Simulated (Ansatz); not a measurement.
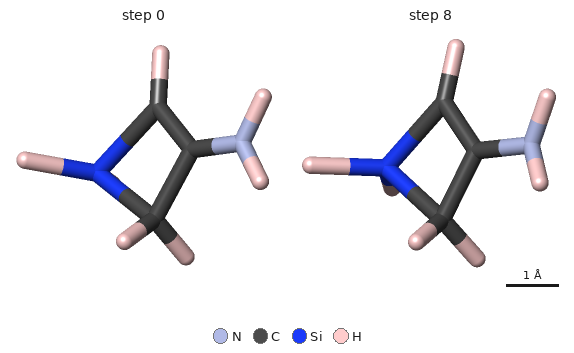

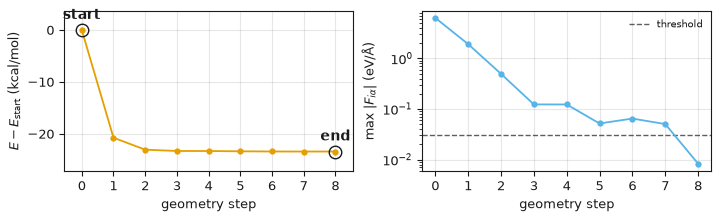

First and last geometry of a relaxation of C3H7NSi (coarse preliminary run), with the history of the run. A stick model, seen from a free direction.

The start comes from a force field.

These are results of Ansatz, RKS PBE-D4/def2-SVP, not measurements. Set-up: force threshold 0.03 eV/Å; at most 200 steps.

Did the run converge, and what did it change?

It converged. An H atom moves most after the best rigid fit: 0.22 Å. By element the largest moves are H 0.22 Å, Si 0.12 Å, C 0.11 Å, N 0.07 Å. Among the contacts that change: C–N 1.264 → 1.370 Å, C–Si 1.944 → 1.850 Å, H–Si 1.446 → 1.511 Å, C–C 1.584 → 1.525 Å. Bond angles that change, for instance: Si–C–H 126.6° → 141.9°, H–Si–H 119.8° → 106.8°, C–Si–H 110.2° → 119.6°. After 8 geometry steps the energy has fallen by 23.4 kcal/mol. The largest force component goes from 6.3 to 0.0083 eV/Å.

```tsv
step	E − E(0), kcal/mol	largest force component, eV/Å
0	0.00	6.3480
1	-20.74	1.9210
2	-23.05	0.4968
3	-23.29	0.1235
4	-23.30	0.1232
5	-23.36	0.0519
6	-23.39	0.0648
7	-23.40	0.0504
8	-23.40	0.0083
```
